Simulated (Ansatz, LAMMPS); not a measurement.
# An extra electron or hole in amorphous Ga2O3 (95 atoms), part 4 of 4

Aim: add and remove one electron in amorphous Ga2O3 (95 atoms), with atoms held and relaxed, and read trapping energy and localisation.

Ansatz 0.2.0; Kohn-Sham DFT, PBE, PAW (set soft_2), plane waves.

The cell: 38 Ga and 57 O. The quench rate of 50 K/ps is many orders above laboratory rates. The starting topology of bonds comes from the classical model. The Brillouin zone is sampled at Γ only, in a cell whose shortest periodic width is 11 Å.

So far. Step 10 (An extra hole, atoms relaxed): The relaxation converged after 5 steps, 0.0733 eV below its start, with a largest force component of 0.035 eV/Å. Step 10 (An extra hole, atoms relaxed): An extra hole, atoms relaxed: the energy stands 5.03 eV below that of the reference, with a moment of 1.00 μB.

### Step 11. An extra hole, levels at the relaxed geometry

A single point at the new geometry gives levels and spin density.

input.yaml

```yaml
crystal:
  lattice:
    - [10.83912, 0.0, 0.0]
    - [0.0, 10.83912, 0.0]
    - [0.0, 0.0, 10.83912]
  atoms:
    - { symbol: Ga, position: [0.99566, 0.94872, 0.66056] }
    - { symbol: Ga, position: [0.6419, 0.24233, 0.391] }
    - { symbol: Ga, position: [0.14567, 0.1591, 0.20398] }
    - { symbol: Ga, position: [0.59204, 0.71998, 0.59913] }
    - { symbol: Ga, position: [0.17273, 0.92752, 0.41697] }
    - { symbol: Ga, position: [0.78633, 0.18698, 0.86872] }
    [... 83 atom lines left out ...]
    - { symbol: O, position: [0.71179, 0.33103, 0.54175] }
    - { symbol: O, position: [0.1179, 0.05092, 0.05221] }
    - { symbol: O, position: [0.87865, 0.82139, 0.63137] }
    - { symbol: O, position: [0.9406, 0.74719, 0.88902] }
    - { symbol: O, position: [0.84852, 0.89585, 0.10574] }
    - { symbol: O, position: [0.18925, 0.2583, 0.86581] }
total_charge: 1
kpoints:
  mp_grid: { grid: [1, 1, 1] }
hamiltonian:
  xc: pbe
scf:
  occupations: { method: fermi_dirac, width: 0.01 }
  lower_state_search: "off"
output:
  forces: true
  stress: true
  populations: true
  dos:
    method: { smearing: { sigma: 0.1 } }
    de: 0.1
    projected: { site_lists: { Ga: [Ga], O: [O] } }
  eigenvalues: true
  write_density: true
  write_potential: true
  volumetric_format: npy
magnetization:
  spin_polarized: true
  initial_magnetization: 1
```

Run with:

```sh
$ ansatz run input.yaml --threads 4 --pin off --max-ram 8192MiB --backend cpu --events-out ev --progress --plain --runs-dir out
```

Numbers of over 12 decimals in the logs are rounded to 6 here.

What it wrote:

```text
[...]
Crystal: 95 atoms, lattice volume = 1273.451 Å³
Basis set: ecut = 420 eV, 24885 PW (Γ), exchange–correlation on 150×150×150 points (8 copies of the dense FFT grid, shifted against one another)
Bands: 513, of which v1, the nominal top of the filled ones, is band 418 counted from 1 (417 counted from 0)
Symmetry: 1 space group operations
[...]
k-points: 1
[...]
Starting moments: Σ|m| = 1 μB on 95 of 95 sites
[...]
SCF iter   1: F=—  HF=-176147.655215 eV  |F-HF|=—  |Δ(HF+E_count)|=         —  Δρ=5.31e-2 (↑4.98e-2 ↓5.31e-2)  dr2=7.62e1  dr2_m=8.44e-1  M=1.000 μB ∫|m|=1.085 μB  β_m=1.00  ethr=3.10e-3  ⟨swp⟩=6.0  Hψ=3426  notcnv=0  defer=158
[...]
SCF iter   4: F=—  HF=-176124.410777 eV  |F-HF|=—  |Δ(HF+E_count)|=    2.63e0  Δρ=1.97e-2 (↑1.70e-2 ↓1.97e-2)  dr2=1.24e1  dr2_m=3.25e-1  M=0.453 μB ∫|m|=0.596 μB  β_m=0.30  ethr=2.36e-3  ⟨swp⟩=2.0  Hψ=861  notcnv=0  defer=178
[...]
SCF iter  15: F=—  HF=-176121.046080 eV  |F-HF|=—  |Δ(HF+E_count)|=   1.94e-2  Δρ=8.75e-3 (↑1.24e-3 ↓8.75e-3)  dr2=1.79e0  dr2_m=1.93e-1  M=1.000 μB ∫|m|=1.152 μB  β_m=0.30  ethr=1.79e-4  ⟨swp⟩=2.0  Hψ=1062  notcnv=0  defer=178
[...]
SCF iter  20: F=—  HF=-176121.022272 eV  |F-HF|=—  |Δ(HF+E_count)|=   7.24e-3  Δρ=3.33e-3 (↑3.37e-4 ↓3.33e-3)  dr2=2.50e-1  dr2_m=3.19e-2  M=1.000 μB ∫|m|=1.150 μB  β_m=0.54  ethr=1.03e-5  ⟨swp⟩=3.0  Hψ=1610  notcnv=0  defer=178  recentre
[...]
SCF iter  37: F=-176121.024984 eV  HF=-176121.024984 eV  |F-HF|=8.00e-9  |Δ(HF+E_count)|=   5.09e-9  Δρ=6.88e-7 (↑1.91e-7 ↓6.88e-7)  dr2=9.58e-9  dr2_m=1.31e-9  M=1.000 μB ∫|m|=1.136 μB  β_m=0.34  ethr=5.22e-12  ⟨swp⟩=7.0  Hψ=5199  notcnv=0
SCF iter  38: F=-176121.024984 eV  HF=-176121.024984 eV  |F-HF|=1.75e-9  |Δ(HF+E_count)|=  4.95e-10  Δρ=2.90e-7 (↑1.11e-7 ↓2.90e-7)  dr2=2.08e-9  dr2_m=1.89e-10  M=1.000 μB ∫|m|=1.136 μB  ethr=1.15e-12  ⟨swp⟩=6.0  Hψ=4794  notcnv=0
SCF 1 converged in 38 iterations: F = -176121.024984 eV  dr2 = 2.08e-9
[...]
SCF converged after 38 iterations
Magnetization: 0.9997 μB (417.9999 up, 417.0001 down)
Absolute magnetization: 1.1359 μB (∫|ρ↑−ρ↓|, with the PAW one-centre terms)
[...]
Per-site moments (μB) at R_I (Å): [(0.000228971, 0.755845), (0.000851834, 0.801748), (-0.000114155, 0.782219), (6.36030541007749e-5, 0.792368), (-0.000120155, [...]
Free energy (F): -176121.024984 eV
[...]
Internal energy: -176121.014294 eV  (E = F + TS)
E sigma→0 (E₀):  -176121.019639 eV
Entropy (-TS):   -0.010690 eV (-0.113 meV/atom)
Fermi energy:    4.963603 eV
[...]
Σ components = -176121.024984   (vs F -176121.024984, Δ=0.00e0)
--- Forces (eV/Å), atoms counted from 1 ---
  atom   1  Ga     0.01325662    -0.01284466    -0.01634290
  atom   2  Ga     0.00483313    -0.00928947    -0.00381472
  atom   3  Ga    -0.00775205    -0.00758354    -0.00051419
  atom   4  Ga    -0.00909513     0.00526692     0.00786014
[...]
atom  95  O      0.00903440     0.00129244     0.00563012
  max |Σ_I F_I| component: 4.00e-6 eV/Å
--- Stress (GPa, compression-positive) ---
        0.360934      -0.075088      -2.213300
       -0.075088      -1.606679       0.966855
       -2.213300       0.966855      -3.221580
  P = ⅓ Tr σ = -1.4891 GPa (-14.891 kbar)
--- Band table (eV) ---
[...]
--- Löwdin populations: 95 sites ---
  site symbol       q [e]    m [muB]
     0     Ga     11.9484    -0.0006
     1     Ga     11.9396    -0.0038
     2     Ga     11.9463    -0.0013
[...]
94      O      6.6434     0.0016
  spilling = 0.003355 (of n_electrons = 835.000000)
```

Run time: 72 s. Hardware: 4 threads of Intel Xeon Platinum 8488C (Sapphire Rapids), shared host; peak memory 3.4 GiB; 4.7 min of CPU time.

An extra hole, levels at the relaxed geometry: the energy stands 5.03 eV below that of the reference, with a moment of 1.00 μB.

Local excerpt of 12 atoms (numbers count through the whole input) about O63, which holds the most spin; x, y, z are measured from there.

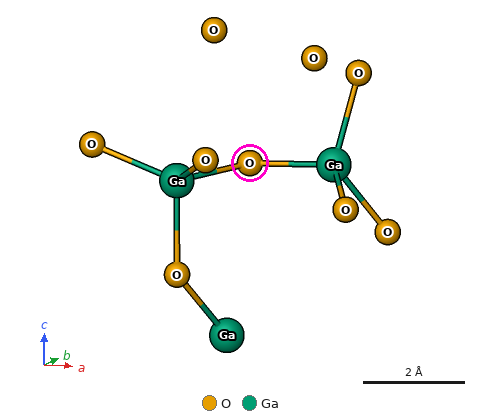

The atoms of the table, within 3.5 Å (arrows a, b, c point along x, y, z); some may hide others; the central atom is ringed.

```tsv
atom	x	y	z	distance (Å)	Löwdin charge (e)	moment (μB)
O63	0.00	0.00	0.00	0.00	-0.58	0.23
Ga20	1.83	-0.03	0.09	1.83	1.07	0.00
Ga12	-0.89	-1.61	-0.16	1.85	1.08	0.00
O69	-0.94	-1.50	-2.08	2.73	-0.63	0.04
O42	2.25	0.24	1.93	2.97	-0.64	0.01
O52	0.31	-2.99	0.55	3.05	-0.65	0.01
O44	2.60	0.89	-1.36	3.07	-0.63	0.01
O47	0.30	2.57	1.73	3.11	-0.63	0.01
O56	2.74	-1.57	-0.51	3.20	-0.65	0.00
O53	-2.65	-1.79	0.48	3.23	-0.63	0.01
Ga22	-0.36	-0.33	-3.45	3.48	1.09	0.00
O59	0.03	-1.88	2.98	3.53	-0.63	0.02
```

The distance from O63 to O69 changes most, from 2.78 Å in the neutral cell to 2.73 Å.

The levels nearest the highest filled one (over half full), pooled over k-points and spins:

```tsv
level less the highest filled one (eV)	occupation
-0.0772	1
-0.072	1
-0.0437	0.997
0	0.786
0.0258	0.217
1.77	0
1.78	0
3.73	0
```

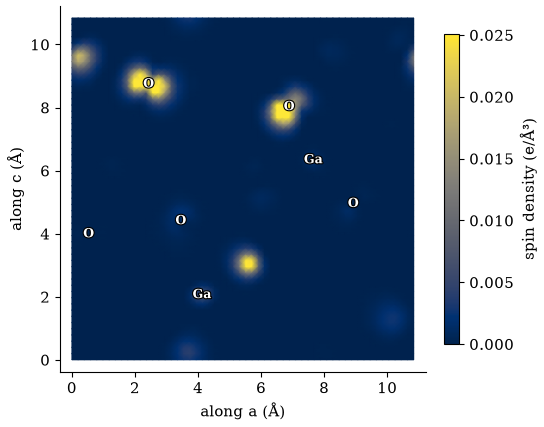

Spin density in the ac plane at fractional y = 0.001, with atoms of Ga and O within 0.2 Å of it. The map starts off the cell's origin, so that atoms lie inside it.

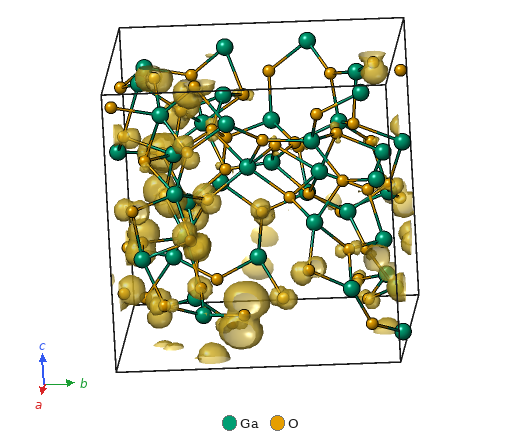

Surface of spin density = 0.0066 e/Å³, which holds about 70 % of the integral of its size. Bonds to atoms that aren't drawn are left out.

### Step 12. Neutral at the geometry of the hole

The neutral cell at the new geometry gives the energy of that geometry without the charge.

Input and log are left out; they have the form of those shown for this kind of step.

Wall time 16 s (4 threads of Intel Xeon Platinum 8488C (Sapphire Rapids), shared host); peak memory 2 GiB.

Neutral at the geometry of the hole: the energy stands 0.114 eV above that of the reference.

### Step 13. Energies and spread of the extra charge

Energies are differences within one cell and functional; the shift is the gain plus the neutral cell's energy at the new geometry, that is how much cheaper the vertical process becomes there. The spread is the participation number of the site moments (1/Σw², over the spin inside atomic spheres), with the atom that holds the largest share and the spin that the spheres hold in all.

```tsv
carrier	charged less neutral, atoms held (eV)	gain on relaxing (eV)	neutral cell at that geometry, less the reference (eV)	shift of the vertical energy (eV)	spread, atoms held	spread, relaxed
electron	6.717	0.011	0.008	0.019	-	-
hole	-4.956	0.073	0.114	0.187	20; O63 16 % of 0.89 μB	10; O63 25 % of 0.89 μB
```

### Step 14. Outcome

The extra electron gains 0.011 eV as the atoms relax: so small a gain shows no trapping at this level. The cell with the electron keeps a moment of only 0.00 μB where one unpaired electron should give 1 μB: the carrier is shared between both spins, which can hide trapping. The extra hole gains 0.073 eV as the atoms relax, and its spin goes from about 20 to 10 atoms: a partial localisation as the atoms move, with the largest share on O63. The hole is shared among 2 partly filled levels, as near-degenerate levels under the smearing give, and as self-interaction favours. Adding the two vertical energies gives 1.76 eV, against a gap of 1.53 eV in the neutral cell. The zero of the potential cancels in this sum; the excess isn't taken apart here: charging of a small cell, filling of bands on a coarse mesh and the attraction to the background can all enter.

Caveats: Single energies of charged cells hang on the program's zero of potential. In the spin-polarised runs the search for a state of lower energy was switched off. No distortion was seeded, so a trapped state behind a barrier can't be found. Local and semilocal functionals favour spread-out charges, so trapping can be missed. The stress is far from hydrostatic: its diagonal is 0.1, -1.9, -3.4 GPa, compression counted positive. The pressure of -1.7 GPa says that the cell would shrink at this level of theory. Charged cells carry a uniform background, with no correction for images.

The DFT runs together took 14 min of wall time.

[Logs are printed without paths, hosts, clocks, repeated set-up lines and the standing remarks that a program may print on its own settings, such as how far it seeks lower states.]

[Hosts, paths, dates, database ids (printed as entryN), source tags and the programs' standing remarks are cut or masked in the printed files.]
